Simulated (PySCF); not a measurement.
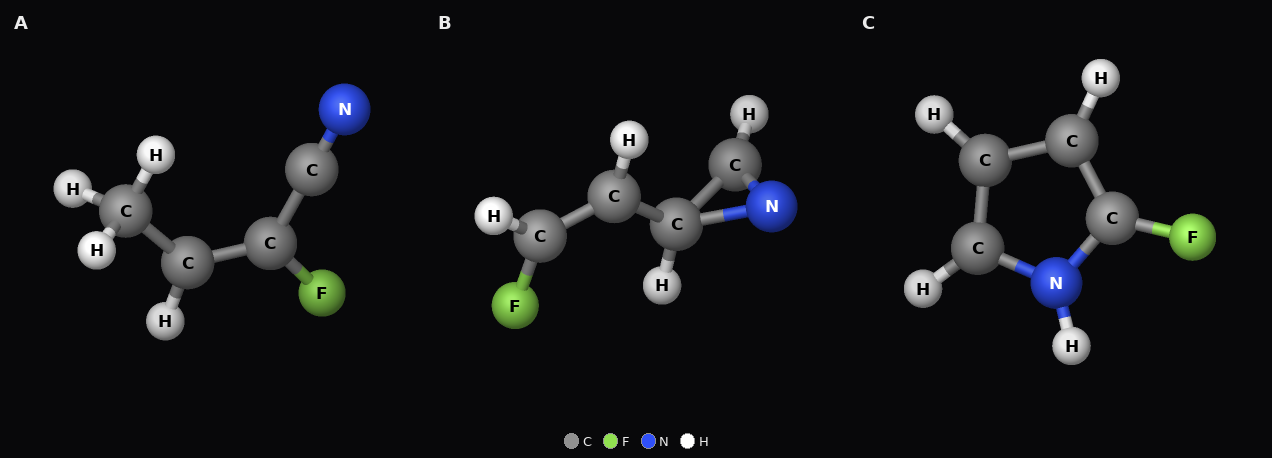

3 stationary structures of one formula. Geometries: PBE0-D3(BJ)/def2-SVP. Electronic energies: PBE0-D3(BJ)/def2-SVP (PySCF 2.14.0), without zero-point energy. No frequency run is at hand to confirm each as a minimum. Each is one conformer, not always the lowest.

How are they related?

Answer. They are constitutional isomers of C4H4FN: A `C/C=C(/F)C#N`, B `F/C=C\[C@H]1C=N1`, C `Fc1ccc[nH]1`.

Rank them by energy, lowest first.

Answer. C is lowest; A lies 103.1 kJ/mol above it, B lies 257.5 kJ/mol above it.
